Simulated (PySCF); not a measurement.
## EPR calculation of C$_{2}$H$_{10}$OPSi$_{3}$

System: C$_{2}$H$_{10}$OPSi$_{3}$, multiplicity 2.
Method: UKS B3LYP, pcH-1 on C H O P Si, non-relativistic, mean-field spin-orbit, GIAO (PySCF 2.14.0).

It belongs to a series of runs on one base structure; here: H removed from Si.

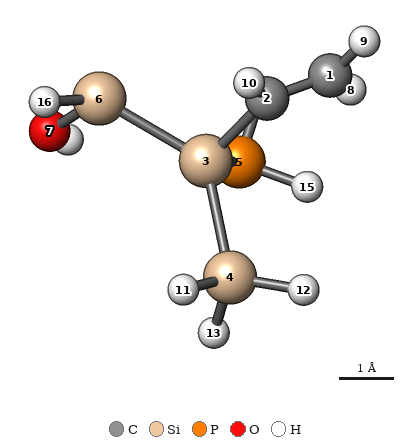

Figure 1. The structure (ball-and-stick view, seen at a tilt; atoms are numbered from 1 in the order of the input).

Key numbers:

| quantity | value |
| --- | --- |
| outcome | converged |
| total energy | −1367.313523 hartree |
| ⟨S²⟩ | 0.753 |
| isotropic g | 2.0032 |
| hardware | 1 CPU thread, shared host |
| wall time | 2.9 min |
| peak memory | 1.2 GiB |

The input:
```
{"job": {"kind": "epr", "basis": "pcH-1"}, "charge": 0, "multiplicity": 2}
C      1.824189     1.857098     0.085536
C      1.595007     0.600923    -0.256451
Si    -0.067884    -0.304354    -0.052239
Si    -1.169637    -0.125927    -2.142491
P     -1.383971     0.837314     1.437187
Si     0.450723    -2.163998     1.228151
O     -0.896280    -2.789229     1.915158
H      1.060698     2.459467     0.555837
H      2.770713     2.352304    -0.071201
H      2.394448     0.043252    -0.730522
H     -0.736448    -1.261427    -2.964691
H     -0.874599     1.091682    -2.909557
H     -2.628597    -0.207036    -2.012455
H     -0.326186     1.285300     2.197012
H     -1.417781     2.000524     0.699776
H      0.922691    -3.413551     0.621519
H     -1.524086    -2.250311     2.389521
```

The first line tells a small driver script what to run in PySCF; the rest is the geometry in Å.

Launched with:
```bash
OMP_NUM_THREADS=1 python <driver script> task.json out
```

Output:
```
UKS, coarse grid
  cycle   1  E = -1367.16945088  |g| = 6.29e-01
  cycle   2  E = -1366.73475262  |g| = 1.19e+00
  cycle   3  E = -1367.30234821  |g| = 1.52e-01
  cycle   4  E = -1367.31065961  |g| = 7.24e-02
  cycle   5  E = -1367.31323002  |g| = 2.23e-02
  cycle   6  E = -1367.31343068  |g| = 1.08e-02
  cycle   7  E = -1367.31349159  |g| = 1.91e-03
  cycle   8  E = -1367.31349611  |g| = 6.83e-04
UKS, final grid
  cycle   1  E = -1367.31352317  |g| = 7.19e-04
  cycle   2  E = -1367.31352291  |g| = 1.02e-03
  cycle   3  E = -1367.31352347  |g| = 1.97e-04
  cycle   4  E = -1367.31352349  |g| = 3.57e-05
  cycle   5  E = -1367.31352349  |g| = 2.82e-05
E = -1367.31352349 Eh   <S^2> = 0.7528 (exact 0.7500)
g shifts (ppm)      1          2          3
  rmc          -161       -161       -161
  gc             65        -13         52
  oz_so        -488        136       3332
  total        -583        -38       3222
hyperfine (MHz)  atom isotope    a_iso     a_fc   dipolar eigenvalues
    0   13C      -0.03      -0.03     -0.66     -0.00      0.67
    1   13C      -2.28      -2.28     -0.66     -0.31      0.98
    2  29Si    -117.19    -117.31    -22.44      8.67     13.77
    3  29Si     -64.56     -64.64    -13.85      6.38      7.47
    4   31P      -7.47      -7.51     -3.75      1.16      2.59
    5  29Si    -471.45    -472.26   -137.17     66.63     70.54
    6   17O     -11.28     -11.17    -41.20     20.00     21.20
    7    1H       0.05       0.05     -0.98     -0.46      1.44
    8    1H      -0.37      -0.37     -0.56     -0.45      1.02
    9    1H       0.52       0.52     -1.81     -0.97      2.78
   10    1H      -3.15      -3.15     -1.47     -0.44      1.91
   11    1H      21.90      21.90     -1.32     -0.13      1.45
   12    1H       2.40       2.40     -1.25     -0.36      1.60
   13    1H       0.40       0.40     -1.69     -1.09      2.78
   14    1H      -0.94      -0.93     -1.03     -0.31      1.33
   15    1H      66.92      66.90     -7.06      0.43      6.63
   16    1H      -6.75      -6.80    -10.02     -4.75     14.77
```

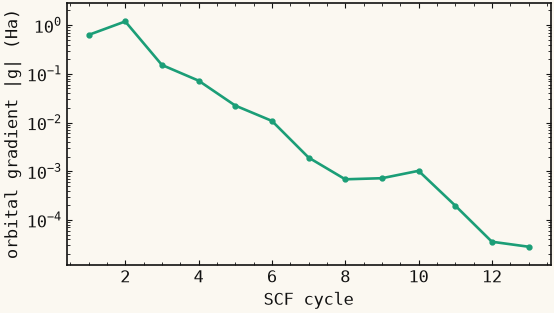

Figure 2. Convergence of the self-consistent field: orbital gradient |g| against the SCF cycle. All cycles printed in the log are drawn one after another.

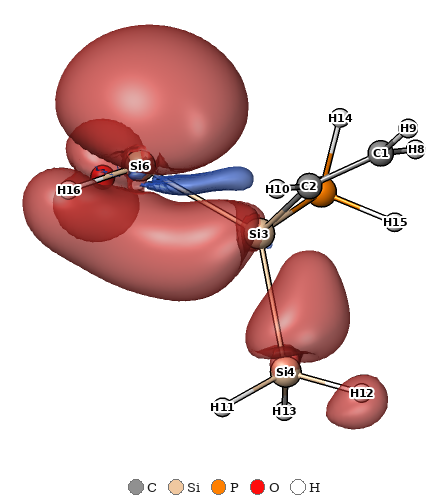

Figure 3. Isosurfaces of the spin density (α minus β) at +0.006 (red) and −0.006 e/Å³ (blue), seen at a tilt. The unpaired spin (1 electron) lies mostly on Si6 (about 0.6), Si3 (about 0.1) and O7 (about 0.1), in electrons by Hirshfeld's partition.

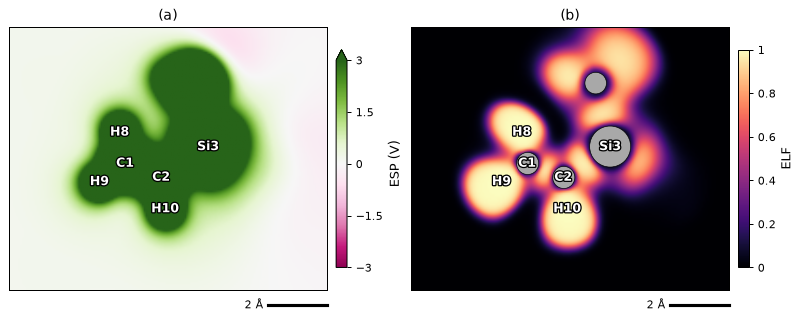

Figure 4. (a) electrostatic potential; (b) ELF on the plane of atoms C1, C2 and H10. Grey discs, where drawn, cover atomic cores. C–C (1.32 Å): the ELF peaks at about 0.95 between the atoms (a multiple bond by its length, whose ELF region spreads away from the axis). C–Si (1.90 Å): the ELF peaks at about 0.95 between the atoms (a covalent bond).

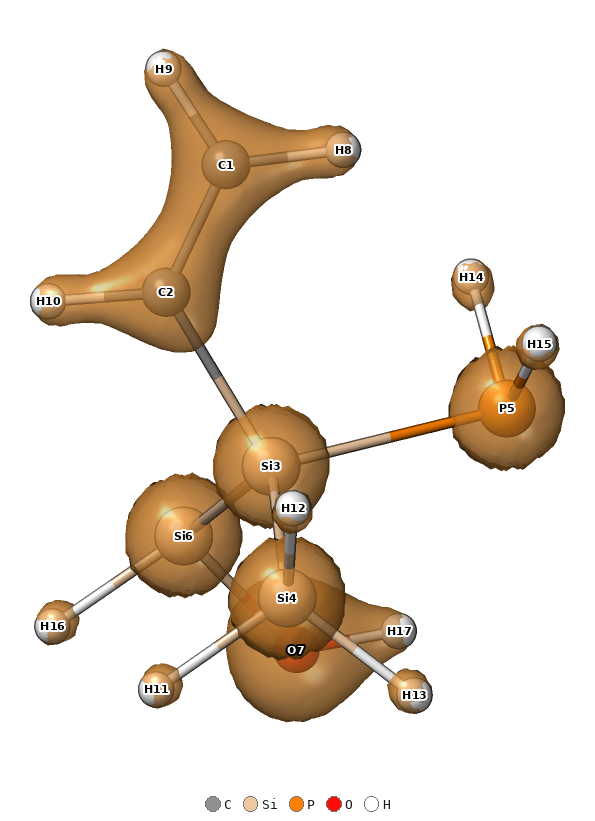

Figure 5. Isosurface of the electron density at 1.5 e/Å³ (orange), seen at an oblique angle. At this value the surface falls into twelve separate pieces. It is pinched off along the Si–O (1.64 Å), C–Si (1.90 Å) and Si–P (2.29 Å) contacts. On the grid the lowest density along these lines, outside the cores, is 2.3 e/Å³ (C–C, 1.32 Å), 0.97 e/Å³ (Si–O, 1.64 Å), 0.76 e/Å³ (C–Si, 1.90 Å) and 0.61 e/Å³ (Si–P, 2.29 Å).
